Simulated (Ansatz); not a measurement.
```yaml
atoms:
  - { symbol: C, position_ang: [0.0796, 1.5929, -1.0040] }
  - { symbol: C, position_ang: [2.6073, 1.9032, 1.2653] }
  - { symbol: Cl, position_ang: [-0.7751, 2.8855, 2.3342] }
  - { symbol: Cl, position_ang: [0.3350, -0.9698, 1.6255] }
  - { symbol: Hf, position_ang: [0.5058, 1.3245, 1.1217] }
  - { symbol: H, position_ang: [-0.9666, 1.3419, -1.2549] }
  - { symbol: H, position_ang: [0.7350, 0.9496, -1.6191] }
  - { symbol: H, position_ang: [0.2538, 2.6414, -1.3077] }
  - { symbol: H, position_ang: [3.2344, 1.2615, 0.6196] }
  - { symbol: H, position_ang: [2.7478, 2.9502, 0.9395] }
  - { symbol: H, position_ang: [2.9943, 1.8195, 2.2968] }
```

Geometry: PBE0-D4/def2-SVP; core potentials replace the inner electrons of Hf.

These are results of isolated molecule in a Gaussian basis; Kohn-Sham density functional theory, functional PBE0 in Ansatz 0.2.0, not measurements.

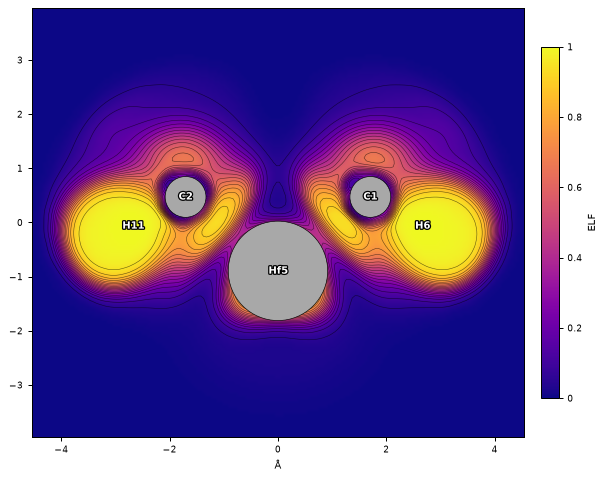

C2H6Cl2Hf. Electron localisation function on the plane of atoms Hf5, C1 and H6. Grey discs cover the atomic cores.

**What does the map show?**

- The plane passes through C, Hf and H nuclei.
- C–Hf (2.18 Å): the ELF peaks at about 0.95 in the valence shell of C, 0.7 Å from its nucleus, and is about 0.50 at the midpoint.
- C–H (1.10 Å): the ELF climbs to about 1 towards the hydrogen, as it does in any bond to H: a covalent bond by its length.
